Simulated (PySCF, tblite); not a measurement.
# C₈H₁₀Si: geometry, infrared bands and NMR shifts

Wanted: the infrared bands and NMR shifts of C₈H₁₀Si (`C#C/C=C(\C#C)[SiH](C)C`), by calculation.

The runs use tblite 0.8.0 and PySCF 2.14.0, with density-fitted response routines of our own; the level of theory stands in each step. All values are computed, except where a source is named. Atoms count from 0, in the outputs and in this text.

**1. The starting structure**

19 atoms, charge 0, multiplicity 1; geometry from: force field or distance geometry start.

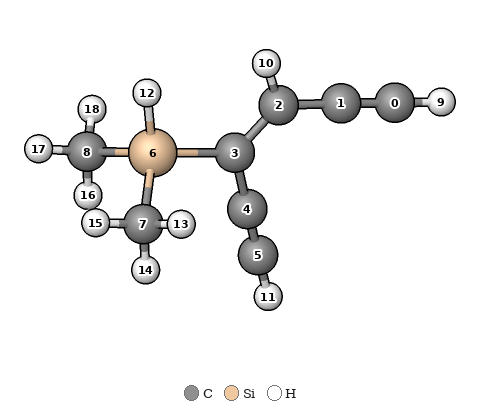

The starting geometry (carbon grey, silicon light orange, hydrogen white), atoms numbered; sticks join atoms by distance.

**2. Geometry optimisation with GFN2-xTB**

Job settings and geometry (Å):

```
{"job": {"kind": "relax", "xc": "GFN2-xTB", "basis": "xTB"}, "charge": 0, "multiplicity": 1}
C      3.901500     1.157100    -1.163200
C      2.693900     1.177700    -1.050000
C      1.290900     1.193600    -0.897300
C      0.580600     0.271200    -0.241100
C      1.189900    -0.857000     0.417400
C      1.706100    -1.795100     0.945800
Si    -1.275800     0.329300    -0.073000
C     -1.779200     0.481200     1.718900
C     -2.062200    -1.161800    -0.864200
H      4.948200     1.141600    -1.262700
H      0.771100     2.032000    -1.377100
H      2.177900    -2.627000     1.424400
H     -1.761200     1.539900    -0.775100
H     -1.331800     1.359900     2.174300
H     -1.477800    -0.392300     2.291900
H     -2.875000     0.568600     1.814200
H     -1.763400    -2.080400    -0.362000
H     -3.159500    -1.096700    -0.815200
H     -1.784000    -1.232400    -1.913400
```

Launch:

```sh
> OMP_NUM_THREADS=1 python probes_run.py task.json out
```

This one command runs all jobs of the session in turn.

The log of the run:

```text
step      E/eV     max force
  0    -646.78648    1.868
  1    -646.75781    4.083
  2    -646.86167    0.671
  3    -646.86716    0.892
  4    -646.87600    0.576
  5    -646.88509    0.288
  6    -646.89128    0.216
  7    -646.89527    0.109
  8    -646.89645    0.106
  9    -646.89844    0.094
 10    -646.89927    0.083
 11    -646.89998    0.060
 12    -646.90051    0.071
 13    -646.90097    0.056
 14    -646.90124    0.044
 15    -646.90142    0.039
 16    -646.90155    0.036
 17    -646.90166    0.027
 18    -646.90175    0.028
 19    -646.90184    0.028
 20    -646.90195    0.034
 21    -646.90205    0.026
 22    -646.90210    0.014
 23    -646.90212    0.013
 24    -646.90216    0.017
 25    -646.90222    0.029
 26    -646.90230    0.034
 27    -646.90240    0.026
 28    -646.90250    0.026
 29    -646.90258    0.023
 30    -646.90266    0.027
 31    -646.90272    0.021
 32    -646.90276    0.013
 33    -646.90280    0.016
 34    -646.90284    0.015
 35    -646.90289    0.020
 36    -646.90294    0.021
 37    -646.90299    0.018
 38    -646.90304    0.018
 39    -646.90311    0.025
 40    -646.90320    0.024
 41    -646.90326    0.017
 42    -646.90332    0.018
 43    -646.90337    0.017
 44    -646.90342    0.020
 45    -646.90346    0.013
 46    -646.90347    0.006
```

Run time: 0.63 s. Hardware: 1 thread of Arm Neoverse N1, shared host; peak memory 0.18 GiB.

Step by step: (not every step is listed) (the energy doesn't fall at every step)

```csv
step,energy from step 0 (eV),largest force (eV/Å)
0,0.0000,1.8676
1,0.0287,4.0833
2,-0.0752,0.6706
3,-0.0807,0.8917
4,-0.0895,0.5764
5,-0.0986,0.2876
6,-0.1048,0.2160
7,-0.1088,0.1088
8,-0.1100,0.1063
11,-0.1135,0.0599
14,-0.1148,0.0444
17,-0.1152,0.0271
20,-0.1155,0.0342
23,-0.1156,0.0135
26,-0.1158,0.0337
29,-0.1161,0.0227
32,-0.1163,0.0133
35,-0.1164,0.0197
38,-0.1166,0.0175
41,-0.1168,0.0170
42,-0.1168,0.0179
43,-0.1169,0.0166
44,-0.1169,0.0197
45,-0.1170,0.0131
46,-0.1170,0.0062
```

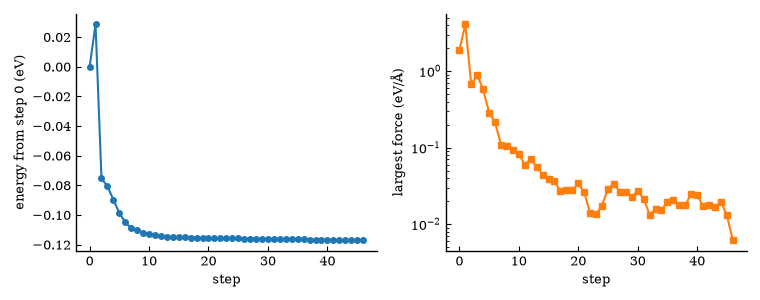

Energy and force, step by step.

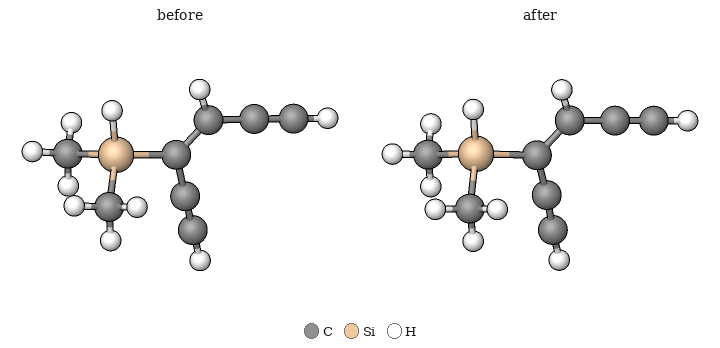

Before and after, at one scale.

Close pairs (by a distance rule), those that changed most:

| bond | before (Å) | after (Å) | change (Å) |
| --- | --- | --- | --- |
| Si6–C8 | 1.862 | 1.901 | +0.039 |
| C3–Si6 | 1.865 | 1.900 | +0.035 |
| Si6–C7 | 1.867 | 1.901 | +0.034 |
| C3–C4 | 1.441 | 1.408 | -0.034 |
| C5–H11 | 1.069 | 1.049 | -0.020 |
| C7–H15 | 1.103 | 1.086 | -0.018 |
| C8–H17 | 1.100 | 1.086 | -0.015 |
| C2–H10 | 1.097 | 1.083 | -0.014 |

The end geometry stands in the next job.

**3. Infrared spectrum with GFN2-xTB**

Job settings and geometry (Å):

```
{"job": {"kind": "ir", "xc": "GFN2-xTB", "basis": "xTB"}, "charge": 0, "multiplicity": 1}
C      3.896337     1.126421    -1.142982
C      2.699322     1.162638    -1.032665
C      1.301254     1.209746    -0.908840
C      0.574687     0.287819    -0.246283
C      1.202832    -0.806210     0.378190
C      1.674625    -1.762912     0.933605
Si    -1.316943     0.383100    -0.099312
C     -1.780158     0.478683     1.742289
C     -2.069038    -1.181838    -0.873962
H      4.940314     1.092127    -1.237901
H      0.810793     2.048835    -1.385725
H      2.115582    -2.587552     1.409076
H     -1.762831     1.591699    -0.816678
H     -1.348444     1.354738     2.217114
H     -1.420316    -0.395321     2.278478
H     -2.856769     0.528628     1.874675
H     -1.712251    -2.074818    -0.368061
H     -3.152608    -1.172986    -0.804945
H     -1.806193    -1.273547    -1.923536
```

The log of the run:

```text
mode    cm-1     km/mol
  1      18.9      0.10
  2      72.3      0.01
  3      90.9      0.02
  4      94.5      0.13
  5     106.6      0.01
  6     121.8      0.22
  7     149.8      1.03
  8     164.7      2.13
  9     205.0      3.92
 10     234.0      3.76
 11     258.7      4.79
 12     368.9      3.35
 13     389.5      0.21
 14     434.8     17.31
 15     501.6      2.34
 16     601.7     16.16
 17     611.6    111.93
 18     622.7     10.34
 19     632.5     97.91
 20     644.8     14.53
 21     662.7      0.01
 22     700.3     45.10
 23     758.1     17.33
 24     767.3      1.27
 25     798.6      0.37
 26     823.3     17.30
 27     833.3    178.75
 28     838.4     96.19
 29     857.5    268.03
 30    1021.1     31.98
 31    1091.2     30.66
 32    1284.4      5.44
 33    1371.5     14.30
 34    1373.9      6.14
 35    1481.6      0.20
 36    1485.2      0.00
 37    1485.7      0.20
 38    1490.2      0.38
 39    1583.3     16.25
 40    2162.9    348.21
 41    2225.4      5.23
 42    2241.2      3.79
 43    3033.6      7.63
 44    3037.3     26.30
 45    3040.3     12.06
 46    3040.5     48.64
 47    3041.5     16.18
 48    3044.4     64.91
 49    3045.1     17.78
 50    3392.0      1.48
 51    3395.7      2.27
```

It took 1.4 s on 1 thread of Arm Neoverse N1, shared host; peak memory 0.18 GiB.

The strongest bands and the atoms that carry them (share of the mass-weighted mode):

```
cm⁻¹  km/mol                                   atoms
 612   111.9                                H12 79 %
 632    97.9                      H12 68 %, H11 12 %
 833   178.8            H18 20 %, Si6 20 %, H13 18 %
 838    96.2  H14 22 %, H16 21 %, H13 14 %, H18 12 %
 858   268.0            H15 20 %, H17 20 %, Si6 12 %
2163   348.2                                H12 97 %
3040    48.6                                H10 81 %
3044    64.9                      H17 46 %, H15 41 %
```

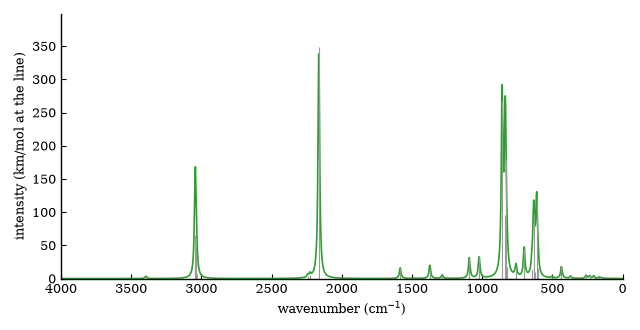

The infrared spectrum from these modes, unscaled. Lines are broadened to a width of 14 cm⁻¹ (Lorentzian).

**4. Nuclear shieldings: PBE0/pcSseg-1**

The job, as its differences from that of step 3:

```diff
@@ -1,2 +1,2 @@
-{"job": {"kind": "ir", "xc": "GFN2-xTB", "basis": "xTB"}, "charge": 0, "multiplicity": 1}
+{"job": {"kind": "nmr", "xc": "PBE0", "basis": "pcSseg-1"}, "charge": 0, "multiplicity": 1}
 C      3.896337     1.126421    -1.142982
```

Level: GIAO PBE0/pcSseg-1 NMR shielding, non-relativistic, gas phase.

The log of the run:

```text
coarse grid: 16512 points
cycle   1  E = -599.5354328899  dE =  1.064e+00  |g| = 5.637e-01  |ddm| = 4.296e+00
cycle   2  E = -599.5330553963  dE =  2.377e-03  |g| = 5.664e-01  |ddm| = 1.298e+00
cycle   3  E = -599.6156389295  dE = -8.258e-02  |g| = 8.355e-02  |ddm| = 6.611e-01
cycle   4  E = -599.6170766874  dE = -1.438e-03  |g| = 4.557e-02  |ddm| = 1.365e-01
cycle   5  E = -599.6175459831  dE = -4.693e-04  |g| = 1.999e-02  |ddm| = 4.755e-02
cycle   6  E = -599.6176328543  dE = -8.687e-05  |g| = 5.973e-03  |ddm| = 1.897e-02
cycle   7  E = -599.6176415167  dE = -8.662e-06  |g| = 1.934e-03  |ddm| = 6.336e-03
final grid: 155312 points
cycle   8  E = -599.6737060859  dE = -3.487e-05  |g| = 8.184e-03  |ddm| = 7.283e-02
cycle   9  E = -599.6736963180  dE =  9.768e-06  |g| = 1.032e-02  |ddm| = 1.567e-02
cycle  10  E = -599.6737213492  dE = -2.503e-05  |g| = 2.717e-03  |ddm| = 9.425e-03
cycle  11  E = -599.6737232550  dE = -1.906e-06  |g| = 4.910e-04  |ddm| = 2.515e-03
cycle  12  E = -599.6737233020  dE = -4.702e-08  |g| = 2.181e-04  |ddm| = 4.930e-04
cycle  13  E = -599.6737233126  dE = -1.062e-08  |g| = 7.905e-05  |ddm| = 2.317e-04
cycle  14  E = -599.6737233142  dE = -1.573e-09  |g| = 1.981e-05  |ddm| = 8.099e-05
cycle  15  E = -599.6737233143  dE = -8.004e-11  |g| = 8.425e-06  |ddm| = 2.217e-05
converged SCF energy = -599.6737233143

GIAO shielding tensors (ppm)
atom      isotropic    diamagn.    paramagn.     s11        s22        s33       span
  0 C       88.056     259.831    -171.775     36.718     47.548    179.903    143.185
  1 C      100.779     250.333    -149.554      0.797      4.230    297.310    296.513
  2 C       49.531     250.638    -201.108    -71.731     68.455    151.868    223.599
  3 C       41.421     264.645    -223.224    -76.695     34.992    165.966    242.661
  4 C      100.223     251.916    -151.694      0.641      0.878    299.150    298.509
  5 C       83.546     260.798    -177.252     36.544     46.697    167.397    130.853
  6 Si     360.741     881.673    -520.931    344.227    364.574    373.424     29.197
  7 C      189.921     253.232     -63.310    183.577    191.393    194.794     11.216
  8 C      189.965     253.227     -63.262    183.636    191.419    194.840     11.205
  9 H       28.339      34.531      -6.191     24.715     25.251     35.051     10.336
 10 H       25.266      29.548      -4.282     21.894     24.130     29.774      7.880
 11 H       28.020      35.343      -7.323     24.395     25.317     34.348      9.953
 12 H       27.163      30.011      -2.848     24.220     25.483     31.788      7.568
 13 H       31.522      30.484       1.039     26.944     28.842     38.781     11.837
 14 H       31.135      31.585      -0.450     26.608     29.799     36.999     10.390
 15 H       31.665      28.714       2.950     27.083     28.558     39.353     12.270
 16 H       31.139      31.588      -0.449     26.609     29.801     37.007     10.398
 17 H       31.667      28.713       2.953     27.084     28.560     39.356     12.273
 18 H       31.525      30.481       1.044     26.946     28.838     38.790     11.845
```

Wall time 72 s (1 thread of Arm Neoverse N1, shared host); peak memory 0.94 GiB.

Shifts follow as δ = σ(reference) − σ, with reference shieldings (ppm) from runs at the same level and on the same kind of geometry: 1H TMS 31.72, 13C TMS 186.9, 29Si TMS 349.2. The references are single molecules in the gas phase. Atoms listed in one row are averaged.

| atoms | environment | σ (ppm) | δ (ppm) | δ scaled to CDCl3 |
| --- | --- | --- | --- | --- |
| C3 | fully substituted alkene carbon | 41.4 | 145.5 | 140.1 |
| C2 | alkene CH | 49.5 | 137.4 | 132.2 |
| C5 | terminal alkyne carbon | 83.5 | 103.4 | 99.0 |
| C0 | terminal alkyne carbon | 88.1 | 98.9 | 94.6 |
| C4 | alkyne carbon | 100.2 | 86.7 | 82.7 |
| C1 | alkyne carbon | 100.8 | 86.1 | 82.2 |
| C7, C8 | methyl carbon bonded to Si | 189.9 | -3.0 | -4.9 |
| H10 | hydrogen on an alkene CH | 25.27 | 6.45 | 6.19 |
| H12 | hydrogen on a silicon bonded to 3 C | 27.16 | 4.55 | – |
| H11 | hydrogen on a terminal alkyne carbon | 28.02 | 3.70 | 3.59 |
| H9 | hydrogen on a terminal alkyne carbon | 28.34 | 3.38 | 3.29 |
| H13, H14, H15, H16, H17, H18 | hydrogen on a methyl carbon bonded to Si | 31.44 | 0.27 | 0.36 |
| Si6 | silicon bonded to 3 C, H | 360.7 | -11.6 | – |

The scaled column applies a straight-line fit of computed shieldings to shifts measured in CDCl3 (root-mean-square error 0.16 ppm for H, 1.9 ppm for C).

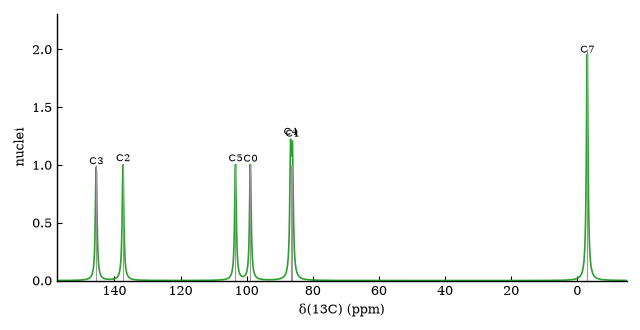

13C lines at the computed shifts, without couplings. Lines are broadened to a width of 0.59 ppm (Lorentzian).

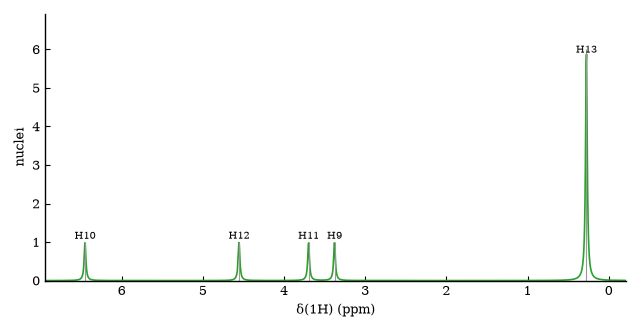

1H lines at the computed shifts, without couplings. Lines are broadened to a width of 0.02 ppm (Lorentzian).

The run also stored atomic charges by several schemes (e):

```csv
atoms,Mulliken,IAO,Hirshfeld,ESP fit
C0,-0.38,-0.22,-0.10,-0.46
C1,0.35,-0.02,-0.04,0.12
C2,-0.10,-0.14,-0.02,-0.15
C3,-0.46,-0.27,-0.07,-0.23
C4,0.41,-0.02,-0.04,0.21
C5,-0.43,-0.23,-0.10,-0.51
Si6,0.88,0.94,0.38,0.80
"C7, C8",-0.62,-0.72,-0.21,-0.71
```

ESP fit charges:

C0 -0.46; C1 0.12; C2 -0.15; C3 -0.23; C4 0.21; C5 -0.51; Si6 0.80; C7 -0.70; C8 -0.71; H9 0.32; H10 0.15; H11 0.33; H12 -0.18; H13 0.16; H14 0.17; H15 0.17; H16 0.17; H17 0.17; H18 0.16

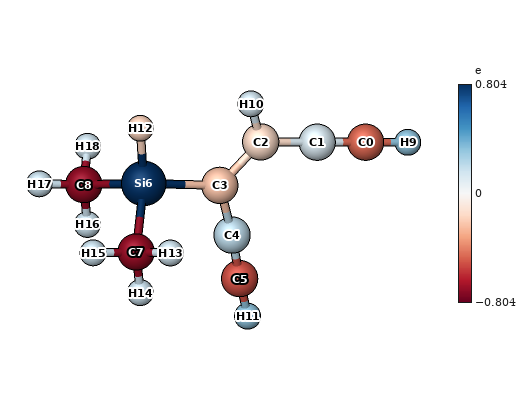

ESP fit charges, as colours on the atoms.

Mayer bond orders: C0–C1 2.32, C1–C2 1.09, C2–C3 1.77, C3–C4 1.06, C4–C5 2.31, C3–Si6 0.79, Si6–C7 0.98, Si6–C8 0.98.

**5. Summary of results**

| quantity | value |
| --- | --- |
| strongest single infrared mode (GFN2-xTB) | 2163 cm⁻¹, 348 km/mol |
| zero-point energy (GFN2-xTB) | 88.3 kcal/mol |
| 13C shifts against TMS (PBE0/pcSseg-1, means over atoms taken as alike) | 145.5, 137.4, 103.4, 98.9, 86.7, 86.1, -3.0 ppm |
| 1H shifts against TMS (PBE0/pcSseg-1, means over atoms taken as alike) | 6.45, 4.55, 3.70, 3.38, 0.27 ppm |
| 29Si shifts against TMS (PBE0/pcSseg-1) | -11.6 ppm |

**Reading.** Over 46 steps the energy fell by 0.117 eV; of the close pairs, Si6–C8 changed most, 1.862 to 1.901 Å. No mode is imaginary among the 51: a minimum at this level. The strongest single mode, at 2163 cm⁻¹, moves mainly H12. GFN2-xTB is a fitted tight-binding method: band positions and strengths are rough. Its intensities can rank the bands wrongly. H10 (hydrogen on an alkene CH) lies farthest downfield among hydrogen, at 6.45 ppm; attached to an sp2 carbon and in the plane of the double bond.
